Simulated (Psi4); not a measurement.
# Run report: P₃H₃, geometry relaxation (part 1 of 4)

The run: geometry relaxation of P₃H₃ (cyclo-(PH)3). Method and program: SVWN-RPA/STO-3G, RKS (Psi4 1.11).

The geometry comes from this level: GFN2-xTB.

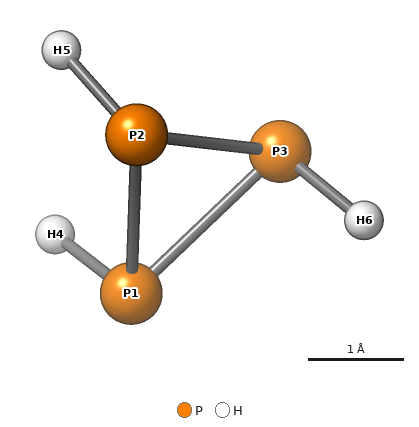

The structure as given in the input (ball-and-stick view, seen at a tilt; atoms are numbered from 1 in the order of the input). Bond lengths as drawn: H–P 1.40 Å and P–P 2.17 to 2.20 Å.

Key numbers

| quantity | value |
| --- | --- |
| outcome | converged |
| total energy | −1011.353298 hartree |
| basis functions | 30 |
| HOMO | −3.50 eV |
| LUMO | 2.35 eV |
| dipole moment | 0.54 D |
| hardware | 1 thread of Intel Xeon @ 2.90GHz (Ice Lake), 64 GiB of memory available, shared host |
| wall time | 7.2 s |
| peak memory | 0.26 GiB |

The input (job.inp)
```
memory 1600 MB

molecule m {
  0 1
  P      1.079820    -0.436260     0.558450
  P     -0.155940     1.281560    -0.039180
  P     -0.438170    -0.654020    -0.974030
  H      0.251790    -0.903660     1.587250
  H     -1.185550     1.094390     0.892150
  H      0.448060    -0.382020    -2.024650
}

set {
  basis STO-3G
  reference rks
  geom_maxiter 60
}

E = optimize('svwn')
```

Run as:
```bash
psi4 -n 1 job.inp job.out
```

What the program printed
```
Psi4 1.11 release

gradient() will perform analytic gradient computation.

   => Loading Basis Set <=

    Name: STO-3G
    Role: ORBITAL
    Keyword: BASIS

         ---------------------------------------------------------
                                   SCF
                              RKS Reference
                        1 Threads,   1525 MiB Core
         ---------------------------------------------------------

  ==> Geometry <==

    Molecular point group: c1
    Full point group: C1

    Geometry (in Angstrom), charge = 0, multiplicity = 1:

       Center              X                  Y                   Z               Mass
    ------------   -----------------  -----------------  -----------------  -----------------
         P            0.928120572575    -0.496001399941     0.700482972076    30.973761998420
         P           -0.307639427425     1.221818600059     0.102852972076    30.973761998420
         P           -0.589869427425    -0.713761399941    -0.831997027924    30.973761998420
         H            0.100090572575    -0.963401399941     1.729282972076     1.007825032230
         H           -1.337249427425     1.034648600059     1.034182972076     1.007825032230
         H            0.296360572575    -0.441761399941    -1.882617027924     1.007825032230

  Running in c1 symmetry.

  Rotational constants: A =      0.20917  B =      0.20112  C =      0.11009 [cm^-1]
  Rotational constants: A =   6270.80870  B =   6029.45944  C =   3300.32814 [MHz]
  Nuclear repulsion =  199.171741553215043

  Charge       = 0
  Multiplicity = 1
  Electrons    = 48
  Nalpha       = 24
  Nbeta        = 24

  ==> Algorithm <==

  SCF Algorithm Type is DF.
  DIIS enabled.
  MOM disabled.
  Fractional occupation disabled.
  Guess Type is SAD.
  Energy threshold   = 1.00e-08
  Density threshold  = 1.00e-08
  Integral threshold = 1.00e-12

  ==> Primary Basis <==

  Basis Set: STO-3G
    Blend: STO-3G
    Number of shells: 18
    Number of basis functions: 30
    Number of Cartesian functions: 30
    Spherical Harmonics?: true
    Max angular momentum: 1

  ==> DFT Potential <==

   => LibXC <=

    Version 7.1.2

   => Composite Functional: SVWN <=

    Slater exchange
    Vosko, Wilk & Nusair (VWN5_RPA)

    Deriv               =              1
    GGA                 =          FALSE
    Meta                =          FALSE

    Exchange Hybrid     =          FALSE
    MP2 Hybrid          =          FALSE

   => Exchange Functionals <=

    1.0000         XC_LDA_X

   => Correlation Functionals <=

    1.0000   XC_LDA_C_VWN_RPA

   => LibXC Density Thresholds  <==

    XC_LDA_C_VWN_RPA:  1.00E-15
    XC_LDA_X:  1.00E-15

   => Molecular Quadrature <=

    Radial Scheme          =       TREUTLER
    Pruning Scheme         =           NONE
    Nuclear Scheme         =       TREUTLER

    Blocking Scheme        =         OCTREE
    BS radius alpha        =              1
    Pruning alpha          =              1
    Radial Points          =             75
    Spherical Points       =            302
    Total Points           =         125296
    Total Blocks           =           1004
    Max Points             =            256
    Max Functions          =             28
    Weights Tolerance      =       1.00E-15

   => Loading Basis Set <=

    Name: (STO-3G AUX)
    Role: JKFIT
    Keyword: DF_BASIS_SCF

  ==> Integral Setup <==

  DFHelper Memory: AOs need 0.004 GiB; user supplied 1.099 GiB.
  SCF_SUBTYPE=INCORE selected. In-core MEM_DF algorithm will be used.
  Using in-core AOs.

  ==> MemDFJK: Density-Fitted J/K Matrices <==

    J tasked:                   Yes
    K tasked:                    No
    wK tasked:                   No
    Memory [MiB]:              1125
    Algorithm:                 Core
    Schwarz Cutoff:           1E-12
    Mask sparsity (%):       6.0000
    Fitting Condition:        1E-10

   => Auxiliary Basis Set <=

  Basis Set: (STO-3G AUX)
    Blend: DEF2-UNIVERSAL-JKFIT
    Number of shells: 132
    Number of basis functions: 438
    Number of Cartesian functions: 525
    Spherical Harmonics?: true
    Max angular momentum: 4

  Cached 100.0% of DFT collocation blocks in 0.019 [GiB].

  Minimum eigenvalue in the overlap matrix is 3.1484515043E-01.
  Reciprocal condition number of the overlap matrix is 1.4773077221E-01.
    Using symmetric orthogonalization.

  ==> Pre-Iterations <==

  SCF Guess: Superposition of Atomic Densities via on-the-fly atomic UHF (no occupation information).

   -------------------------
    Irrep   Nso     Nmo
   -------------------------
     A         30      30
   -------------------------
    Total      30      30
   -------------------------

  ==> Iterations <==

                           Total Energy        Delta E     RMS |[F,P]|

   @DF-RKS iter SAD: -1010.11811793333050   -1.01012e+03   0.00000e+00
   @DF-RKS iter   1: -1011.33216539881914   -1.21405e+00   4.66048e-03 DIIS/ADIIS
   @DF-RKS iter   2: -1011.34328893915847   -1.11235e-02   2.97841e-03 DIIS/ADIIS
   @DF-RKS iter   3: -1011.35086220467133   -7.57327e-03   5.62818e-04 DIIS/ADIIS
   @DF-RKS iter   4: -1011.35113648365950   -2.74279e-04   1.93435e-04 DIIS/ADIIS
   @DF-RKS iter   5: -1011.35117021106726   -3.37274e-05   4.50995e-05 DIIS
   @DF-RKS iter   6: -1011.35117177784650   -1.56678e-06   5.35793e-06 DIIS
   @DF-RKS iter   7: -1011.35117180850261   -3.06561e-08   6.00914e-07 DIIS
   @DF-RKS iter   8: -1011.35117180893042   -4.27804e-10   4.08105e-08 DIIS
   @DF-RKS iter   9: -1011.35117180893053   -1.13687e-13   2.20244e-08 DIIS
   @DF-RKS iter  10: -1011.35117180893099   -4.54747e-13   4.65082e-09 DIIS
  Energy and wave function converged.

  ==> Post-Iterations <==

   Electrons on quadrature grid:
      Ntotal   =   47.9999893081 ; deviation = -1.069e-05

    Orbital Energies [Eh]
    ---------------------

    Doubly Occupied:

       1A    -75.002930     2A    -75.002287     3A    -75.002153
       4A     -5.974992     5A     -5.974473     6A     -5.970737
       7A     -4.199325     8A     -4.198934     9A     -4.197412
      10A     -4.192924    11A     -4.190559    12A     -4.190330
      13A     -4.189503    14A     -4.189361    15A     -4.187769
      16A     -0.652381    17A     -0.465118    18A     -0.460708
      19A     -0.303039    20A     -0.262162    21A     -0.216153
      22A     -0.148970    23A     -0.133158    24A     -0.127503

    Virtual:

      25A      0.092182    26A      0.155902    27A      0.156397
      28A      0.226740    29A      0.268375    30A      0.299899

    Final Occupation by Irrep:
              A
    DOCC [    24 ]
    NA   [    24 ]
    NB   [    24 ]

  @DF-RKS Final Energy: -1011.35117180893099

   => Energetics <=

    Nuclear Repulsion Energy =            199.1717415532150426
    One-Electron Energy =               -1807.5781421564872744
    Two-Electron Energy =                 665.2847920624230937
    DFT Exchange-Correlation Energy =     -68.2295632680818755
    Empirical Dispersion Energy =           0.0000000000000000
    VV10 Nonlocal Energy =                  0.0000000000000000
    Total Energy =                      -1011.3511718089309852

Computation Completed

Properties will be evaluated at   0.000000,   0.000000,   0.000000 [a0]

Properties computed using the SCF density matrix

 Multipole Moments:

 ------------------------------------------------------------------------------------
     Multipole            Electronic (a.u.)      Nuclear  (a.u.)        Total (a.u.)
 ------------------------------------------------------------------------------------

 L = 1.  Multiply by 2.5417464519 to convert [e a0] to [Debye]
 Dipole X            :          0.7380801           -0.9101347           -0.1720545
 Dipole Y            :          0.2901243           -0.3584380           -0.0683137
 Dipole Z            :         -0.6928004            0.8521392            0.1593388
 Magnitude           :                                                    0.2442506

 ------------------------------------------------------------------------------------

	total time  =          2 seconds =       0.03 minutes

         ------------------------------------------------------------
                                   SCF GRAD
         ------------------------------------------------------------

  ==> Geometry <==

    Molecular point group: c1
    Full point group: C1

    Geometry (in Angstrom), charge = 0, multiplicity = 1:

       Center              X                  Y                   Z               Mass
    ------------   -----------------  -----------------  -----------------  -----------------
         P            0.928120572575    -0.496001399941     0.700482972076    30.973761998420
         P           -0.307639427425     1.221818600059     0.102852972076    30.973761998420
         P           -0.589869427425    -0.713761399941    -0.831997027924    30.973761998420
         H            0.100090572575    -0.963401399941     1.729282972076     1.007825032230
         H           -1.337249427425     1.034648600059     1.034182972076     1.007825032230
         H            0.296360572575    -0.441761399941    -1.882617027924     1.007825032230

  Nuclear repulsion =  199.171741553215043

  ==> Basis Set <==

  Basis Set: STO-3G
    Blend: STO-3G
    Number of shells: 18
    Number of basis functions: 30
    Number of Cartesian functions: 30
    Spherical Harmonics?: true
    Max angular momentum: 1

  ==> DFJKGrad: Density-Fitted SCF Gradients <==

    Gradient:                    1
    J tasked:                  Yes
    K tasked:                   No
    wK tasked:                  No
    Integrals threads:           1
    Memory [MiB]:             1144
    Schwarz Cutoff:          1E-12
    Fitting Condition:       1E-10

   => Auxiliary Basis Set <=

  Basis Set: (STO-3G AUX)
    Blend: DEF2-UNIVERSAL-JKFIT
    Number of shells: 132
    Number of basis functions: 438
    Number of Cartesian functions: 525
    Spherical Harmonics?: true
    Max angular momentum: 4

   => Molecular Quadrature <=

    Radial Scheme          =       TREUTLER
    Pruning Scheme         =           NONE
    Nuclear Scheme         =       TREUTLER

    Blocking Scheme        =         OCTREE
    BS radius alpha        =              1
    Pruning alpha          =              1
    Radial Points          =             75
    Spherical Points       =            302
    Total Points           =         125296
    Total Blocks           =           1004
    Max Points             =            256
    Max Functions          =             28
    Weights Tolerance      =       1.00E-15

  -Total Gradient:
     Atom            X                  Y                   Z
    ------   -----------------  -----------------  -----------------
       1       -0.021801605373     0.000302537321    -0.002439790707
       2       -0.007022140398    -0.020251763516     0.004696322237
       3        0.020221755087     0.016731119741     0.006253085016
       4        0.009092776164     0.001760840685    -0.006756245086
       5        0.006964690505     0.004721802002    -0.007787711083
       6       -0.007455663457    -0.003277741188     0.005997417934

	total time  =          0 seconds =       0.00 minutes

    			-----------------------------------------

    			 OPTKING 3.0: for geometry optimizations

    			        with contributions from

    			-----------------------------------------

	                            ===> Fragment 1 <==

	 Z (Atomic Numbers)          Masses                          Geom
	      15.000000            30.973762          1.75389369 -0.93730680  1.32372097
	      15.000000            30.973762         -0.58135426  2.30890253  0.19436395
	      15.000000            30.973762         -1.11469167 -1.34881356 -1.57224652
	       1.000000             1.007825          0.18914377 -1.82056479  3.26787121
	       1.000000             1.007825         -2.52703518  1.95520249  1.95432258
	       1.000000             1.007825          0.56004032 -0.83480806 -3.55763058

	 - Coordinate -           - BOHR/RAD -       - ANG/DEG -
	 R(1,2)           =         4.155323           2.198902
	 R(1,3)           =         4.096919           2.167996
	 R(1,4)           =         2.647321           1.400902
	 R(2,3)           =         4.096858           2.167964
	 R(2,5)           =         2.647307           1.400894
	 R(3,6)           =         2.647769           1.401139
	 B(1,2,3)         =         1.038956          59.527777
	 B(1,2,5)         =         1.699129          97.352925
	 B(1,3,2)         =         1.063707          60.945894
	 B(1,3,6)         =         1.638510          93.879725
	 B(2,1,3)         =         1.038930          59.526329
	 B(2,1,4)         =         1.699216          97.357925
	 B(2,3,6)         =         1.638524          93.880511
	 B(3,1,4)         =         1.642601          94.114085
	 B(3,2,5)         =         1.642566          94.112113
	 D(1,2,3,6)       =        -1.610704         -92.286534
	 D(1,3,2,5)       =        -1.677572         -96.117792
	 D(2,1,3,6)       =         1.610727          92.287868
	 D(2,3,1,4)       =         1.677653          96.122429
	 D(3,1,2,5)       =         1.578759          90.456248
	 D(3,2,1,4)       =        -1.578745         -90.455431
	 D(4,1,2,5)       =         0.000014           0.000817
	 D(4,1,3,6)       =        -2.994805        -171.589703
	 D(5,2,3,6)       =         2.994909         171.595674
```
